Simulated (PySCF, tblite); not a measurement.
# C6H10ClFSi: geometry, infrared bands and NMR shifts

Wanted: the infrared bands and NMR shifts of C6H10ClFSi (`F[C@@H]1C=C[C@@H](CCCl)[SiH2]1`), by calculation.

Programs: tblite 0.8.0 and PySCF 2.14.0, with density-fitted response routines of our own. Each step states its level of theory. These are calculated values for one molecule in the gas phase, unless marked as measured. Atoms are numbered from 0 throughout.

## (1) Starting geometry

19 atoms, charge 0, multiplicity 1; geometry from: force field or distance geometry start.

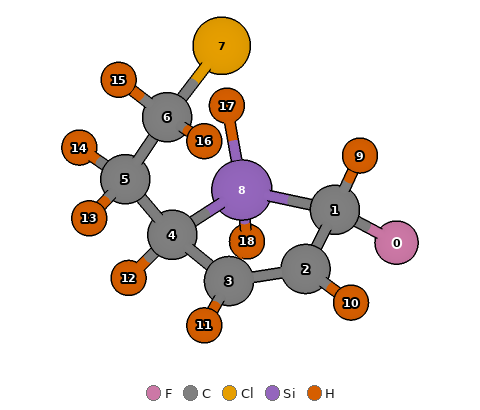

As it starts; fluorine pink, carbon grey, chlorine amber, silicon purple, hydrogen orange, atoms numbered; sticks join atoms by distance.

## (2) Relaxing the molecule with GFN2-xTB

What the job is given:

```
{"job": {"kind": "relax", "xc": "GFN2-xTB", "basis": "xTB"}, "charge": 0, "multiplicity": 1}
F      2.473000     1.006200     1.977300
C      1.298400     0.451400     1.449600
C      1.586900    -0.717400     0.606200
C      1.062500    -0.802700    -0.564100
C      0.174500     0.269900    -1.029500
C     -1.199000    -0.267000    -1.152700
C     -1.882800    -0.815500     0.023400
Cl    -2.124900     0.361900     1.327000
Si     0.488500     1.577500     0.238000
H      0.641000     0.132400     2.305600
H      2.262600    -1.526500     1.006400
H      1.251600    -1.691800    -1.232900
H      0.515400     0.631400    -2.050000
H     -1.168700    -1.087600    -1.938900
H     -1.842100     0.569900    -1.579600
H     -2.933100    -1.093600    -0.300600
H     -1.463400    -1.777900     0.405300
H     -0.689800     2.271000     0.721700
H      1.539500     2.517800    -0.219800
```

Run with:

```sh
> OMP_NUM_THREADS=1 python probes_run.py task.json out
```

This one command runs all jobs of the session in turn.

**Question.** This job is followed by: GFN2-xTB harmonic vibrations, gas phase; GIAO PBE0/pcSseg-1 NMR shielding, non-relativistic, gas phase. Predict these results of the whole session: strongest single infrared mode (GFN2-xTB); zero-point energy (GFN2-xTB); 13C shifts against TMS (PBE0/pcSseg-1); 1H shifts against TMS (PBE0/pcSseg-1); 19F shifts against CFCl3 (PBE0/pcSseg-1); 35Cl shifts against HCl (PBE0/pcSseg-1); 29Si shifts against TMS (PBE0/pcSseg-1); surface potential, least and greatest.

As calculated:

| quantity | value |
| --- | --- |
| strongest single infrared mode (GFN2-xTB) | 2258 cm⁻¹, 421 km/mol |
| zero-point energy (GFN2-xTB) | 89.0 kcal/mol |
| 13C shifts against TMS (PBE0/pcSseg-1) | 146.6, 142.3, 96.3, 51.3, 34.0, 29.8 ppm |
| 1H shifts against TMS (PBE0/pcSseg-1) | 6.66, 6.28, 5.87, 4.82, 4.37, 3.64, 3.57, 2.57, 2.08, 1.98 ppm |
| 19F shifts against CFCl3 (PBE0/pcSseg-1) | -241.6 ppm |
| 35Cl shifts against HCl (PBE0/pcSseg-1) | 77 ppm |
| 29Si shifts against TMS (PBE0/pcSseg-1) | -26.2 ppm |
| surface potential, least and greatest | -1.29 V and 1.12 V |

**Reading.** Over 86 steps the energy fell by 0.732 eV; of the close pairs, C1–Si8 changed most, 1.842 to 1.924 Å. No mode is imaginary among the 51: a minimum at this level. The strongest single mode, at 2258 cm⁻¹, moves mainly H18. Unscaled tight-binding wavenumbers are off by several per cent, some by more. Its intensities can rank the bands wrongly. At PBE0/pcSseg-1: The widest tensor belongs to Cl7: span 259 ppm, with a paramagnetic part of -275 ppm.
